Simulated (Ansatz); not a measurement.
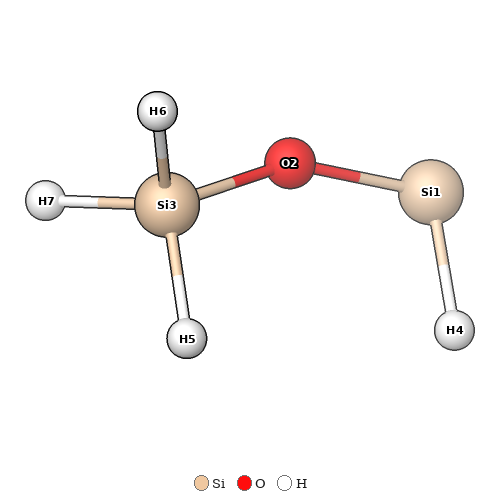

The system is H4OSi2, SMILES [SiH]O[SiH3]; the picture shows the reference structure. 
- First axis: angle Si1–O2–Si3 (carried through 180). Second axis: change of the bonds O2–Si1, O2–Si3, all alike.
- Nothing is relaxed (all other coordinates rigid).
- The scan uses a 15 × 15 grid.
- Points are written as (first, second).
- All energies are given in kcal/mol relative to the relaxed molecule at the same level.
- Method: Ansatz 0.2.0, RHF/def2-TZVP.

Its coordinates:

```xyz
7

Si   -1.6880   -1.4909   -0.2042
O    -0.3815   -0.7273    0.3815
Si    0.7549    0.4356    0.3179
H    -1.9172   -0.6338   -1.4496
H     0.5642    1.2635   -0.8876
H     0.6443    1.2803    1.5188
H     2.0845   -0.1955    0.2775
```

Range: angle Si1–O2–Si3 (carried through 180) from 134.2 to 225.8°; change of the bonds O2–Si1, O2–Si3, all alike from −0.179 to 0.276 Å.

Predict the map.

The lowest grid point is at (153.8°, −0.016 Å), 0.21 kcal/mol from the relaxed molecule at the same level. No other kind of well shows on this grid. The highest grid point, (134.2°, −0.179 Å), lies 45.2 kcal/mol above the lowest.

```tsv
second ↓, first →	134.2	140.7	147.3	153.8	160.4	166.9	173.5	180.0	186.5	193.1	199.6	206.2	212.7	219.3	225.8
0.276	38.6	39.3	40.2	41.2	42.1	42.9	43.6	43.9	43.9	43.7	43.2	42.5	41.6	40.7	39.9
0.244	31.6	32.1	32.9	33.9	34.7	35.5	36.1	36.4	36.5	36.2	35.8	35.1	34.3	33.5	32.8
0.211	24.8	25.2	25.9	26.7	27.5	28.2	28.8	29.1	29.1	28.9	28.5	27.9	27.2	26.5	25.9
0.179	18.7	19.0	19.5	20.3	21.0	21.6	22.1	22.4	22.5	22.3	21.9	21.4	20.8	20.2	19.8
0.146	13.2	13.2	13.7	14.3	14.9	15.5	15.9	16.2	16.2	16.1	15.8	15.3	14.8	14.4	14.1
0.114	8.6	8.4	8.7	9.2	9.8	10.3	10.6	10.9	10.9	10.8	10.5	10.2	9.8	9.5	9.4
0.081	4.9	4.5	4.6	4.9	5.4	5.8	6.1	6.3	6.4	6.3	6.1	5.9	5.6	5.4	5.5
0.049	2.5	1.8	1.7	1.9	2.3	2.6	2.9	3.0	3.1	3.1	2.9	2.8	2.7	2.7	2.9
0.016	1.5	0.5	0.2	0.2	0.4	0.6	0.9	1.0	1.1	1.1	1.0	1.0	1.0	1.2	1.7
−0.016	2.2	0.9	0.4	0.2	0.2	0.4	0.5	0.6	0.7	0.8	0.8	0.9	1.1	1.5	2.2
−0.049	5.0	3.4	2.5	2.2	2.1	2.1	2.1	2.2	2.3	2.4	2.6	2.8	3.2	3.8	4.8
−0.081	10.2	8.1	7.0	6.4	6.1	6.0	6.0	6.1	6.2	6.3	6.6	7.0	7.5	8.4	9.6
−0.114	18.4	15.9	14.4	13.5	13.1	12.8	12.7	12.8	12.9	13.1	13.5	14.0	14.8	15.9	17.5
−0.146	29.7	26.7	24.8	23.7	23.0	22.7	22.5	22.5	22.6	22.9	23.4	24.1	25.1	26.5	28.4
−0.179	45.4	41.8	39.5	38.1	37.2	36.7	36.4	36.4	36.6	36.9	37.6	38.5	39.7	41.4	43.6
```

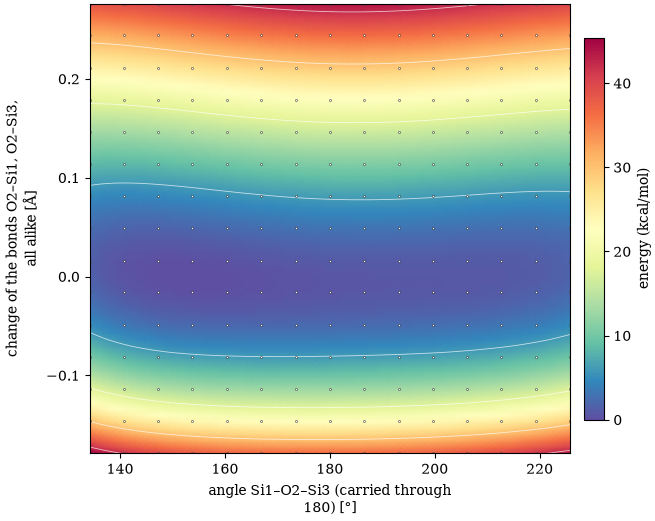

In the figure: a smooth colour map with a few white contour lines, dots at the grid points. Between grid points the surface is interpolated.

Each point was launched as `ansatz run input.yaml --threads 1 --pin off --max-ram 2560MiB --backend cpu --events-out ev --progress --plain --runs-dir out`. The whole map (225 points run) took 7.8 min on 1 thread of Arm Neoverse V1, with other jobs on the host.
